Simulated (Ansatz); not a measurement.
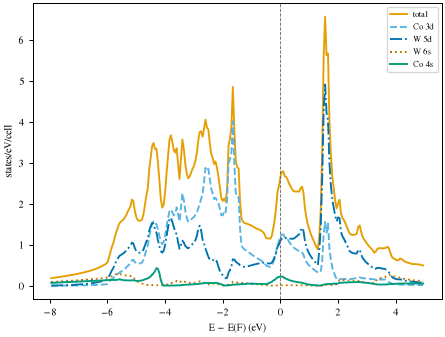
*Total and projected density of states of CoW (rock salt, space group No. 225), plane-wave PAW r²SCAN (Ansatz code)*

Question: Which orbitals carry the states next to the Fermi level?

Answer: Within 0.5 eV of the Fermi level: W 5d 45 %, Co 3d 43 %, Co 4s 7 %. Projections are on Löwdin-orthogonalised atomic valence shells; empty p or d shells of many metals are not among them.

Question: Where is the tallest occupied peak in this window, and what makes it?

Answer: Near -1.6 eV, about 4.9 states/eV per cell; the largest projected share is Co 3d.

Space group Fm-3m (rock salt). The start of the workflow was typed in or built on a structure type; neither database checked (COD, Materials Project) lists it. Its standing as an ambient phase is unchecked. Symmetry was held in the r²SCAN relaxation; whether a distortion lowers the energy is not shown. The final state is ferromagnetic, the only order run, not a proven ground state. Its formation energy is positive at this level, so the cell may be metastable or incomplete. Other orbital occupations within this spin state were not tried. Scalar-relativistic: spin–orbit coupling is off unless named, which matters more the heavier the elements.

Potentials: the later of the program's two PAW sets.
